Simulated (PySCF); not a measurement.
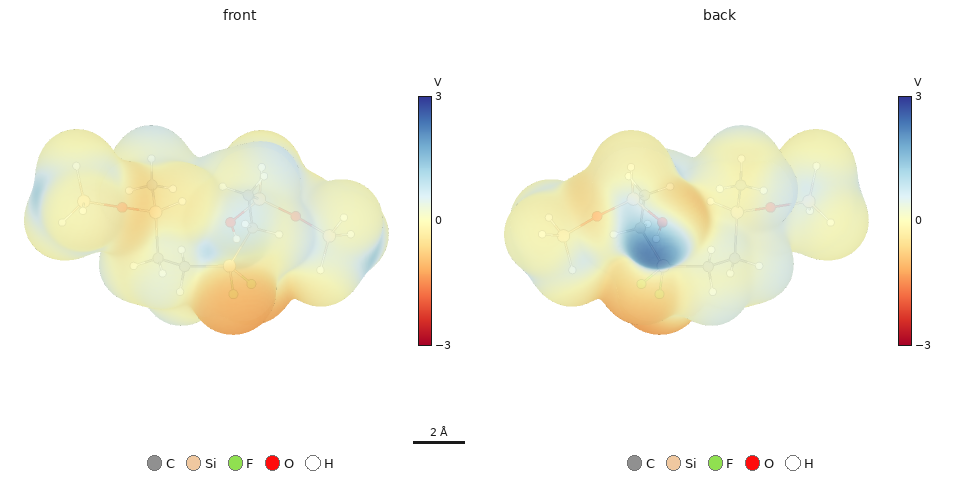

C5H20F2O3Si5. The electrostatic potential painted on the density surface at 0.001 e/bohr³, seen from the front and from behind; the colour scale runs from red (negative) to blue (positive).

Geometry: GFN2-xTB.

All numbers below come from PBE0/6-31G*, SCF density, gas phase, non-relativistic (PySCF).

Input file:

```
{"job": {"xc": "PBE0", "basis": "6-31G*", "kind": "nmr", "pop": true}, "charge": 0, "multiplicity": 1}
C     -1.768875    -0.006830    -1.819292
Si    -2.287364     0.509134    -0.065580
C     -2.069345    -0.937565     1.148992
C     -0.690782    -1.604987     1.106132
Si     0.722133    -0.627926     1.893532
F      0.372118    -0.433760     3.463387
F      1.955490    -1.662812     2.056901
C      1.350428     1.059474     1.315698
C      1.547110     1.243638    -0.193074
Si     2.673770    -0.065981    -0.973896
O      1.847656    -1.466621    -0.914324
O      4.066246    -0.215706    -0.159137
Si     5.089926     0.036180     1.074441
O     -3.866525     0.906694    -0.063095
Si    -5.445793     0.940989    -0.408056
H     -0.739909    -0.352531    -1.853455
H     -1.859974     0.822253    -2.515377
H     -2.399902    -0.810633    -2.191187
H     -1.654806     1.754447     0.382483
H     -2.826871    -1.692254     0.919587
H     -2.275818    -0.605046     2.167360
H     -0.443255    -1.857123     0.076001
H     -0.743645    -2.553680     1.650853
H      2.311754     1.225801     1.810816
H      0.675926     1.835922     1.684746
H      1.963991     2.236548    -0.371126
H      0.576484     1.227064    -0.685370
H      3.080065     0.225573    -2.343992
H      2.302763    -2.273602    -0.687675
H      4.569528    -0.631659     2.262474
H      6.342493    -0.541448     0.591286
H      5.200951     1.483890     1.276388
H     -5.944472    -0.434969    -0.428558
H     -6.049431     1.729415     0.662362
H     -5.593494     1.570666    -1.720144
```

Run with:

```sh
OMP_NUM_THREADS=1 python ens_run.py task.json out
```

**Which sites attract a positive test charge, and which a negative one?**

A positive charge is drawn to the negative regions and a negative charge to the positive ones. The most negative region (about −1.2 V, or −28 kcal/mol for a unit charge) lies over F6, the most positive (about +2.1 V, or +48 kcal/mol for a unit charge) over H29.

**What dipole moment does the calculation give?**

Its dipole moment is 1.86 D.
